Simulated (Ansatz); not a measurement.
**Profile along the Ca–Ca line in Ca (fcc, Cu type)**

Ca (fcc, Cu type), conventional cell a = 5.568 Å, b = 5.568 Å, c = 5.568 Å, α = 90.00°, β = 90.00°, γ = 90.00°. The calculation uses the primitive cell of 1 atom, to which meshes and values per cell refer.

Fields along a shortest Ca–Ca line of a {110} plane (3.94 Å), from Ca to Ca, interpolated on the slice's grid (step about 0.2 Å). These are r2SCAN (plane waves to 500 eV, PAW, scalar-relativistic; Ansatz, a program for electronic structure) values and carry that method's errors. k mesh 14×14×14. Inside the PAW spheres the values are not all-electron values, and peaks at nuclei hang on which shells count as valence. Ca was relaxed with its symmetry unable to fall.

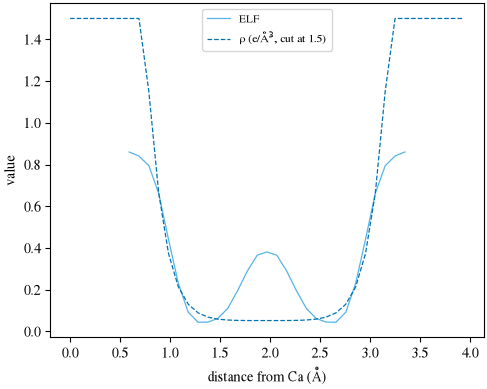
ELF (away from the nuclei) and valence density from Ca to Ca.

Density on the Ca–Ca line (3.94 Å) at its midpoint: 0.05 e/Å³. ELF at that point: 0.4.
